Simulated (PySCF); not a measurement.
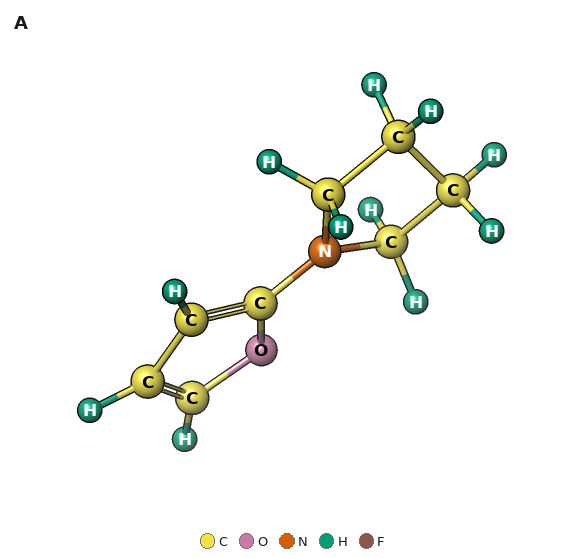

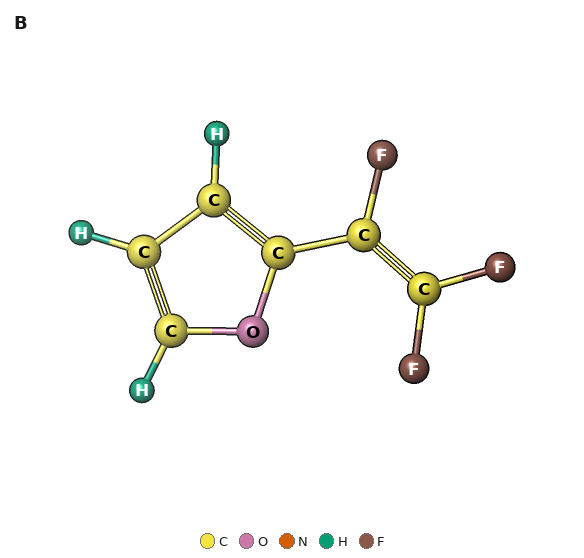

Two related species, optimised with PBE0-D3(BJ)/def2-SVP; properties computed with PySCF 2.14.0. Both: charge 0, singlet.

Question: What are A and B?

Answer: A is C8H11NO (c1coc(N2CCCC2)c1), B is C6H3F3O (FC(F)=C(F)c1ccco1).

Compare them. With CAM-B3LYP/def2-SVPD: dipole moment (D), HOMO–LUMO gap (eV), HOMO energy (Kohn–Sham orbital) (eV), lowest vertical singlet excitation (eV), mean static polarisability (bohr³). With PBE0/pcSseg-1: shielding of O (ppm), Hirshfeld charge of O (e), IAO charge of O (e). With PBE0-D3(BJ)/def2-SVP: mean O–C length (Å).

```json
{"quantity": "dipole moment (D)", "A": "2.16", "B": "2.22"}
{"quantity": "HOMO–LUMO gap (eV)", "A": "7.43", "B": "7.66"}
{"quantity": "HOMO energy (Kohn–Sham orbital) (eV)", "A": "−6.22", "B": "−7.65"}
{"quantity": "lowest vertical singlet excitation (eV)", "A": "4.86", "B": "5.18"}
{"quantity": "mean static polarisability (bohr³)", "A": "104.1", "B": "78.4"}
{"quantity": "shielding of O (ppm)", "A": "64.6", "B": "47.3"}
{"quantity": "Hirshfeld charge of O (e)", "A": "−0.07", "B": "−0.06"}
{"quantity": "IAO charge of O (e)", "A": "−0.27", "B": "−0.23"}
{"quantity": "mean O–C length (Å)", "A": "1.357", "B": "1.349"}
```

Each is one conformer, and no frequency run is at hand to confirm it as a minimum.
